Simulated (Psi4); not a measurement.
# SiNH5 (SMILES [SiH3]N) at TPSSh/def2-TZVP

Aim: the energy change on altering one bond length of SiNH5 at TPSSh/def2-TZVP, from 2 runs. The job is set up through a Python script.

The calculation is run with Psi4 1.11.

### Step 1. The molecule

SiNH5: 7 atoms, total charge 0, spin state singlet. As SMILES, `[SiH3]N`. The shape is that of a PBE0-D4/def2-TZVP optimisation.

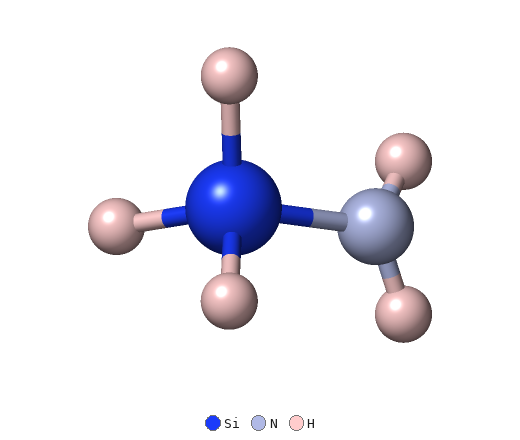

The structure, seen from a chosen angle (silicon blue, nitrogen light blue, hydrogen pink).

### Step 2. The energy at TPSSh/def2-TZVP

job.py reads:

```python
import psi4

psi4.set_memory('2200 MB')
psi4.set_num_threads(1)
psi4.set_output_file('run.log', False)

mol = psi4.geometry("""
0 1
Si    -0.413010    -0.292700    -0.422350
N      0.611760     0.348670     0.801280
H     -0.018320    -1.706330    -0.653330
H     -1.813170    -0.217090     0.068940
H     -0.367930     0.402730    -1.743970
H      0.391580     1.238230     1.219480
H      1.609100     0.226510     0.729930
symmetry c1
no_reorient
no_com
""")

psi4.set_options({
    'reference': 'rks',
    'puream': True,
    'e_convergence': 1e-09,
    'd_convergence': 1e-08,
    'scf_type': 'pk',
    'dft_radial_points': 99,
    'dft_spherical_points': 590,
})

e, wfn = psi4.energy('tpssh/def2-TZVP', return_wfn=True)
psi4.oeprop(wfn, 'MAYER_INDICES', 'DIPOLE', 'MULLIKEN_CHARGES', title='TPSSH')
print(f'tpssh/def2-TZVP energy: {e:.10f} Eh')
```

Started as:

```bash
$ python job.py
```

run.log:

```text
[...]
  Running in c1 symmetry.
[...]
  Nuclear repulsion =   64.839844758789525
[...]
  Multiplicity = 1
[...]
  Nalpha       = 13
  Nbeta        = 13
[...]
    Number of basis functions: 98
[...]
   @RKS iter   1:  -347.01909683894684   -1.80879e-01   9.00000e-03 ADIIS/DIIS
[...]
   @RKS iter  10:  -347.32486270517097   -1.14255e-11   4.71132e-09 DIIS
[...]
    Orbital Energies [Eh]
    ---------------------
    Doubly Occupied:
       1A    -65.978031     2A    -14.228799     3A     -5.208639
       4A     -3.556087     5A     -3.555468     6A     -3.554974
       7A     -0.830658     8A     -0.519280     9A     -0.475517
      10A     -0.385427    11A     -0.334937    12A     -0.327176
      13A     -0.244815
[...]
  @RKS Final Energy:  -347.32486270517097
   => Energetics <=
    Nuclear Repulsion Energy =             64.8398447587895248
    One-Electron Energy =                -607.5771560305284993
    Two-Electron Energy =                 222.3070146769913151
    DFT Exchange-Correlation Energy =     -26.8945661104234084
    Empirical Dispersion Energy =           0.0000000000000000
    VV10 Nonlocal Energy =                  0.0000000000000000
    Total Energy =                       -347.3248627051709718
[...]
 Multipole Moments:
 ------------------------------------------------------------------------------------
     Multipole            Electronic (a.u.)      Nuclear  (a.u.)        Total (a.u.)
 ------------------------------------------------------------------------------------
 L = 1.  Multiply by 2.5417464519 to convert [e a0] to [Debye]
 Dipole X            :          3.5755187           -3.2098132            0.3657055
 Dipole Y            :          3.6162110           -3.2372142            0.3789967
 Dipole Z            :          1.4167595           -1.2904751            0.1262844
 Magnitude           :                                                    0.5415965
[...]
  Mulliken Charges: (a.u.)
   Center  Symbol    Alpha    Beta     Spin     Total
       1    SI     6.84894  6.84894  0.00000  0.30213
       2     N     3.81770  3.81770  0.00000 -0.63541
       3     H     0.52084  0.52084  0.00000 -0.04168
       4     H     0.52085  0.52085  0.00000 -0.04169
       5     H     0.53156  0.53156  0.00000 -0.06312
       6     H     0.38006  0.38006  0.00000  0.23988
       7     H     0.38005  0.38005  0.00000  0.23989
   Total alpha = 13.00000, Total beta = 13.00000, Total charge = -0.00000
  Mayer Bond Indices:
[...]
```

The script printed:

```text
tpssh/def2-TZVP energy: -347.3248627052 Eh
```

It took 34 s on 1 thread of Intel Xeon Platinum 8488C (Sapphire Rapids), shared host; peak memory 1.2 GiB.

### Step 3. The distorted shape: energy and forces at TPSSh/def2-TZVP

run.py reads:

```python
import psi4

psi4.set_memory('2200 MB')
psi4.set_num_threads(1)
psi4.set_output_file('output.dat', False)

m = psi4.geometry("""
0 1
Si    -0.236860    -1.004374    -0.756922
N      0.787910    -0.363004     0.466708
H      0.157830    -2.418004    -0.987902
H     -1.637020    -0.928764    -0.265632
H     -0.191780    -0.308944    -2.078542
H      0.391580     1.238230     1.219480
H      1.785250    -0.485164     0.395358
symmetry c1
""")

psi4.set_options({
    'basis': 'def2-TZVP',
    'reference': 'rks',
    'puream': True,
    'e_convergence': 1e-09,
    'd_convergence': 1e-08,
    'scf_type': 'pk',
    'dft_radial_points': 99,
    'dft_spherical_points': 590,
})

E, wfn = psi4.gradient("tpssh", return_wfn=True)
print('gradient / Eh bohr^-1')
print(E.np.round(6))
print(f'energy = {wfn.energy():.10f} Eh')
```

Started as:

```bash
$ python run.py
```

output.dat:

```text
[...]
  Running in c1 symmetry.
[...]
  Nuclear repulsion =   62.354015031561552
[...]
  Multiplicity = 1
[...]
  Nalpha       = 13
  Nbeta        = 13
[...]
    Number of basis functions: 98
[...]
   @RKS iter   1:  -346.70200953461040   -7.53308e-02   9.90329e-03 ADIIS/DIIS
[...]
   @RKS iter  12:  -347.18404462916465   -2.34763e-11   5.61193e-09 DIIS
[...]
    Orbital Energies [Eh]
    ---------------------
    Doubly Occupied:
       1A    -65.982237     2A    -14.266395     3A     -5.212635
       4A     -3.560319     5A     -3.559359     6A     -3.558864
       7A     -0.795996     8A     -0.516532     9A     -0.414197
      10A     -0.355393    11A     -0.334962    12A     -0.317157
      13A     -0.241865
[...]
  @RKS Final Energy:  -347.18404462916465
   => Energetics <=
    Nuclear Repulsion Energy =             62.3540150315615520
    One-Electron Energy =                -602.6075080887837885
    Two-Electron Energy =                 219.7935242971256287
    DFT Exchange-Correlation Energy =     -26.7240758690679918
    Empirical Dispersion Energy =           0.0000000000000000
    VV10 Nonlocal Energy =                  0.0000000000000000
    Total Energy =                       -347.1840446291646458
[...]
 Multipole Moments:
 ------------------------------------------------------------------------------------
     Multipole            Electronic (a.u.)      Nuclear  (a.u.)        Total (a.u.)
 ------------------------------------------------------------------------------------
 L = 1.  Multiply by 2.5417464519 to convert [e a0] to [Debye]
 Dipole X            :          0.3516384           -0.0253135            0.3263249
 Dipole Y            :         -0.5555035            0.8721250            0.3166215
 Dipole Z            :          0.0557348            0.0109606            0.0666953
 Magnitude           :                                                    0.4595491
[...]
  -Total Gradient:
     Atom            X                  Y                   Z
    ------   -----------------  -----------------  -----------------
       1        0.010795872504    -0.013584644769     0.004774750033
       2        0.023322663851    -0.048889907565    -0.039935489704
       3       -0.002807833586    -0.000494728028    -0.002673308382
       4       -0.001841758369     0.001204946524     0.000961511163
       5        0.000500588828     0.001928131536    -0.000649685146
       6       -0.021793406279     0.073963347673     0.041180138799
       7       -0.008174407346    -0.014128105529    -0.003657621811
[...]
```

The script printed:

```text
gradient / Eh bohr^-1
[[ 0.010796 -0.013585  0.004775]
 [ 0.023323 -0.04889  -0.039935]
 [-0.002808 -0.000495 -0.002673]
 [-0.001842  0.001205  0.000962]
 [ 0.000501  0.001928 -0.00065 ]
 [-0.021793  0.073963  0.04118 ]
 [-0.008174 -0.014128 -0.003658]]
energy = -347.1840446292 Eh
```

Run time: 45 s. Hardware: 1 thread of Intel Xeon Platinum 8488C (Sapphire Rapids), shared host; peak memory 1.2 GiB.

### Step 4. Results

Level: TPSSh/def2-TZVP.

```
                                                         quantity          value
                                        first shape: total energy  -347.32486 Eh
                                       first shape: dipole moment         1.38 D
                                         first shape: HOMO energy       -6.66 eV
                                         first shape: LUMO energy        0.08 eV
                                       first shape: HOMO–LUMO gap        6.74 eV
                                    distorted shape: total energy  -347.18404 Eh
                                   distorted shape: dipole moment         1.17 D
                                     distorted shape: HOMO energy       -6.58 eV
                                     distorted shape: LUMO energy       -3.65 eV
                                   distorted shape: HOMO–LUMO gap        2.93 eV
                        distorted shape: largest force on an atom     4.495 eV/Å
energy change with the N2–H6 bond stretched from 1.007 to 1.813 Å       3.832 eV
```

One bond (distorted shape) is far stretched, which a spin-restricted single reference describes badly; a broken-symmetry solution may lie lower. With the N2–H6 bond stretched from 1.007 to 1.813 Å the energy rises by 3.83 eV (370 kJ/mol). The first shape isn't relaxed at this level, so the change isn't measured from a minimum. A restricted reference can't describe the breaking bond well at this length.
